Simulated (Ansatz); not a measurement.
BFH2···HCl

Input file:

```
crystal:
  periodic: [false, false, false]
  atoms:
    - { symbol: B, position_ang: [0.0188, -0.359104, -0.416797] }
    - { symbol: Cl, position_ang: [0.015184, 0.082409, 2.615279] }
    - { symbol: H, position_ang: [1.061465, 0.17683, -0.640053] }
    - { symbol: H, position_ang: [-1.050561, 0.130082, -0.620227] }
    - { symbol: F, position_ang: [0.050124, -1.609945, 0.034775] }
    - { symbol: H, position_ang: [0.025289, -1.149472, 2.107725] }
basis:
  gaussian: { orbitals: "6-31G*" }
hamiltonian:
  xc: b3lyp
relax:
  f_tol: 0.03
  max_steps: 50
output:
  orbitals: {}
```

Command:

```sh
ansatz run input.yaml --threads 1 --pin off --max-ram 2048MiB --backend cpu --events-out ev --progress --plain --runs-dir out
```

The fields are those of the run's last geometry, not of the input's.

All numbers below come from RKS B3LYP/6-31G* (Ansatz 0.2.0).

Question: What can the converged electron density and electron localisation function tell about the bonding?

Answer: F5···H6 (2.06 Å): the density falls to about 0.12 e/Å³ on the way; the ELF dips to about 0.05 between them.
B–F (1.33 Å): ρ is about 2.1 e/Å³ halfway; the ELF peaks at about 0.85 between the atoms; a polar covalent bond.
B–H (1.19 Å): ρ is about 1.3 e/Å³ halfway; the ELF climbs to about 1 towards the hydrogen, as it does in any bond to H (an ordinary covalent bond to hydrogen).
Cl–H (1.29 Å): ρ at the midpoint is about 1.9 e/Å³; the ELF climbs to about 1 towards the hydrogen.

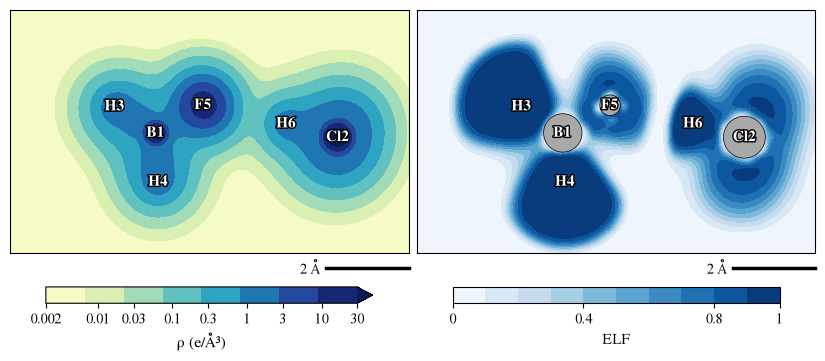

Computed electron density and electron localisation function on the molecular plane, in this order. Grey discs cover the atomic cores in the ELF map. 
